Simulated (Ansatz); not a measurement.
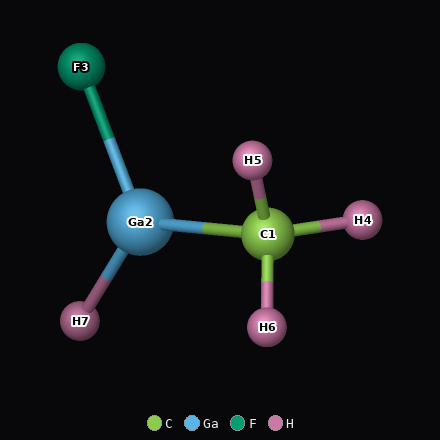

The system is CH4FGa, SMILES [CH3][GaH][F]; the picture shows the reference structure. Coordinates scanned: (1) angle F3–Ga2–H7; (2) angle H5–C1–H6. Nothing is relaxed (all other coordinates rigid). The scan uses a 7 × 7 grid. Points are written as (first, second). Energies: kJ/mol, counted from the lowest grid point. Theory: RKS wB97X-V/def2-TZVP in Ansatz.

Its coordinates:

```yaml
atoms:
  - { symbol: C, position_ang: [-0.6349, 0.6503, -0.1910] }
  - { symbol: Ga, position_ang: [0.6369, -0.7976, 0.0993] }
  - { symbol: F, position_ang: [1.9085, -0.4178, 1.2681] }
  - { symbol: H, position_ang: [-1.4638, 0.5575, 0.5181] }
  - { symbol: H, position_ang: [-0.1541, 1.6154, -0.0185] }
  - { symbol: H, position_ang: [-1.0544, 0.6290, -1.1993] }
  - { symbol: H, position_ang: [0.7618, -2.2368, -0.4767] }
```

Range: angle F3–Ga2–H7 from 87.7 to 137.7°; angle H5–C1–H6 from 74.4 to 144.4°.

Predict the map.

The lowest grid point is at (112.7°, 109.4°). It is the only kind of minimum in the scanned range. The highest grid point, (137.7°, 74.4°), lies 141 kJ/mol above the lowest. Round the minimum the two coordinates are weakly coupled (coupling −0.06 in units of the two stiffnesses).

```tsv
angle H5–C1–H6 ↓, angle F3–Ga2–H7 →	87.7	96.0	104.4	112.7	121.0	129.4	137.7
144.4	139	112	94	86	88	100	127
132.7	88	61	45	38	41	54	81
121.1	56	30	15	10	13	28	55
109.4	44	19	5	0	5	20	48
97.7	52	28	14	10	15	31	60
86.1	80	56	42	39	45	62	91
74.4	128	104	91	88	94	111	141
```

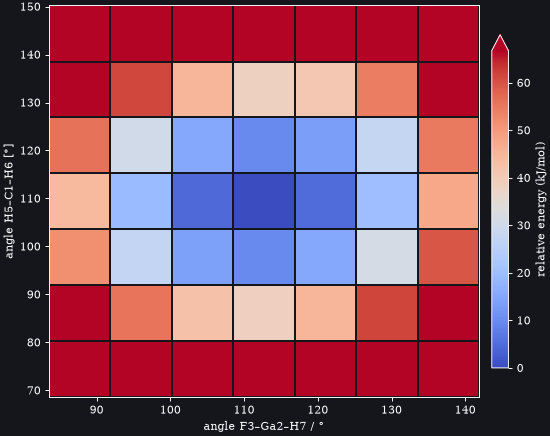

Drawn: one coloured cell a grid point, one colour for all values above the top of the scale.

Time for the 49 points that were run: 6.5 min on 1 thread of Intel(R) Xeon(R) 6975P-C (Granite Rapids), with other jobs on the host.
